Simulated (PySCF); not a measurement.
## Electronic structure of C$_{5}$H$_{6}$Cl$_{2}$O$_{2}$ (glutaryl dichloride) in real space

```json
{"atom": "O", "x (Å)": "3.0156", "y (Å)": "-0.1695", "z (Å)": "0.6765"}
{"atom": "C", "x (Å)": "2.3564", "y (Å)": "0.3787", "z (Å)": "-0.1388"}
{"atom": "Cl", "x (Å)": "3.1278", "y (Å)": "1.4377", "z (Å)": "-1.3351"}
{"atom": "C", "x (Å)": "0.8787", "y (Å)": "0.3188", "z (Å)": "-0.3375"}
{"atom": "C", "x (Å)": "0.2193", "y (Å)": "-0.6188", "z (Å)": "0.6744"}
{"atom": "C", "x (Å)": "-1.2874", "y (Å)": "-0.7396", "z (Å)": "0.4479"}
{"atom": "C", "x (Å)": "-2.0126", "y (Å)": "0.5386", "z (Å)": "0.7186"}
{"atom": "O", "x (Å)": "-1.5731", "y (Å)": "1.5833", "z (Å)": "1.0595"}
{"atom": "Cl", "x (Å)": "-3.7586", "y (Å)": "0.3548", "z (Å)": "0.4663"}
{"atom": "H", "x (Å)": "0.4820", "y (Å)": "1.3312", "z (Å)": "-0.2323"}
{"atom": "H", "x (Å)": "0.6805", "y (Å)": "-0.0037", "z (Å)": "-1.3624"}
{"atom": "H", "x (Å)": "0.4098", "y (Å)": "-0.2439", "z (Å)": "1.6804"}
{"atom": "H", "x (Å)": "0.6711", "y (Å)": "-1.6084", "z (Å)": "0.5965"}
{"atom": "H", "x (Å)": "-1.5059", "y (Å)": "-1.0456", "z (Å)": "-0.5780"}
{"atom": "H", "x (Å)": "-1.7080", "y (Å)": "-1.5057", "z (Å)": "1.1027"}
```

Geometry: GFN2-xTB.

Method: PBE0/def2-SVPD, SCF density, gas phase in PySCF 2.14.0.

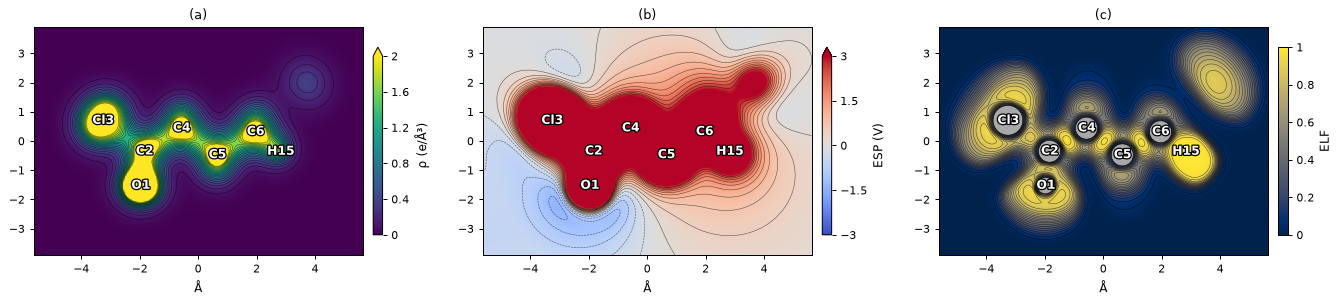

Figure 1. (a) total electron density; (b) molecular electrostatic potential; (c) electron localisation function on the plane of atoms C2, C4 and C5. Grey discs cover the atomic cores in the ELF map.

Describe what can be read from this map.

Atoms in the plane: O, C, Cl and H.
C–O (1.18 Å): ρ is about 3.5 e/Å³ halfway; the ELF peaks at about 0.85 between the atoms (a multiple bond).
C–C (1.49 Å): ρ at the midpoint is about 1.8 e/Å³; the ELF peaks at about 0.95 between the atoms (localised, covalent bonding).
C–Cl (1.77 Å): ρ is about 1.3 e/Å³ halfway; the ELF peaks at about 0.85 between the atoms; a shared electron pair.
C–H (1.09 Å): the density is about 1.9 e/Å³ at the midpoint; the ELF climbs to about 1 towards the hydrogen, as it does in any bond to H; an ordinary covalent bond to hydrogen.
The ELF also peaks beside O1, Cl3 and Cl9, away from the bonds: lone-pair regions.
Outside the dense part of the molecule the potential is most negative (−1.4 V) near O1.

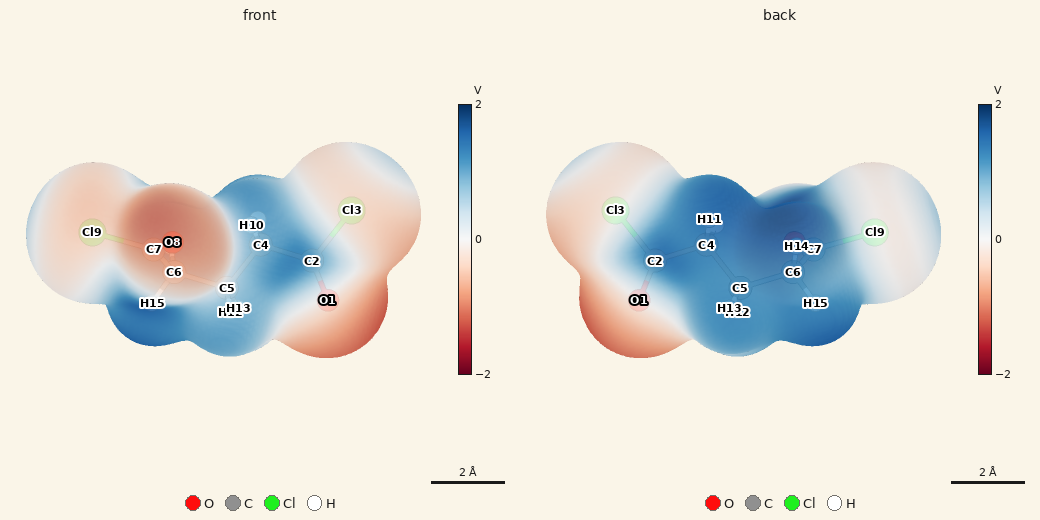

Figure 2. The molecular electrostatic potential painted on the density surface at 0.002 e/bohr³, seen from the front and from behind; the colour scale runs from red (negative) to blue (positive).

Describe the electrostatic potential map.

The most negative region (about −1.2 V, or −28 kcal/mol for a unit charge) lies over O1, the most positive (about +1.7 V, or +39 kcal/mol for a unit charge) over C7 and H14. Cl3 shows a σ-hole: about +0.4 V, or +9 kcal/mol for a unit charge at the tip opposite its bond, against about −0.3 V, or −7 kcal/mol for a unit charge on its flanks. Cl9 shows a σ-hole: about +0.6 V, or +14 kcal/mol for a unit charge at the tip opposite its bond, against about −0.1 V on its flanks. O1 is the likeliest acceptor of a hydrogen bond.

How polar is the molecule by this calculation?

Its dipole moment is 3.09 D.
